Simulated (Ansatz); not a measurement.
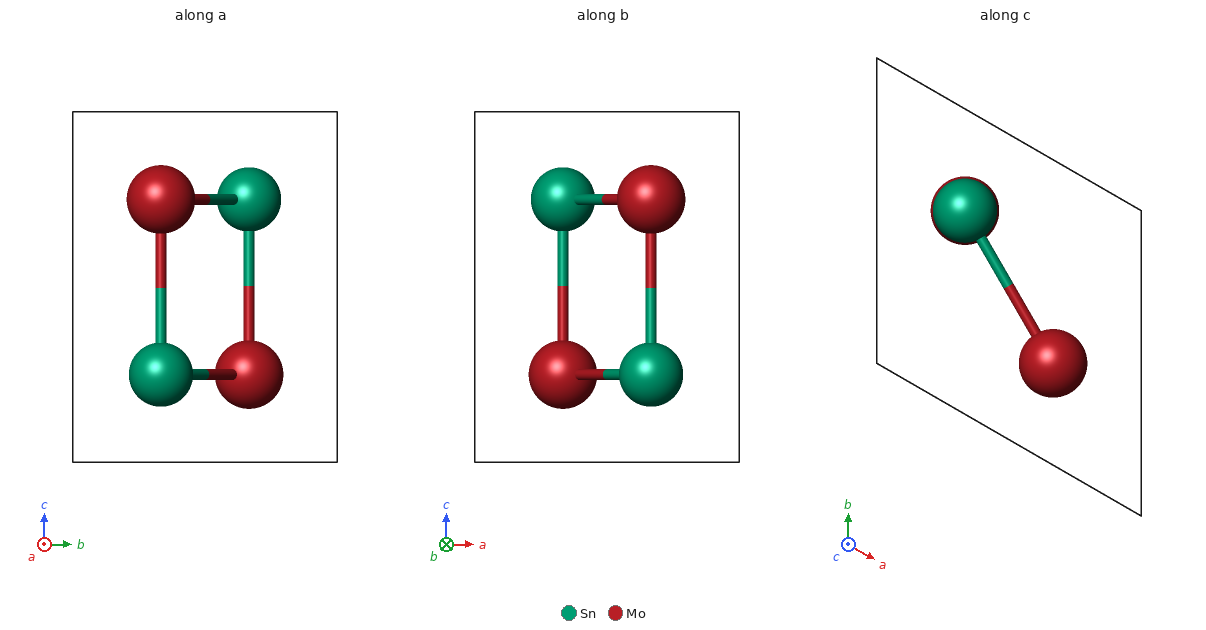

Structure drawing (ball-and-stick), viewed along the a axis, along the b axis and along the c axis. One conventional unit cell is framed, with atoms on its boundary repeated.

Lattice parameters: a = 4.697 Å, b = 4.697 Å, c = 5.388 Å, α = 90.00°, β = 90.00°, γ = 120.00°.

Record the structure as a table of Wyckoff sites.

Answer. Space group P6_3/mmc (No. 194).
```csv
atom,site,x,y,z
Sn,2d,0.6667,0.3333,0.2500
Mo,2c,0.6667,0.3333,0.7500
```

Its origin is a structure type filled with these elements by a generator (whether the compound takes this form wasn't checked). Earlier steps of the study may have refined or changed the cell and positions. It went into a calculation with Ansatz.
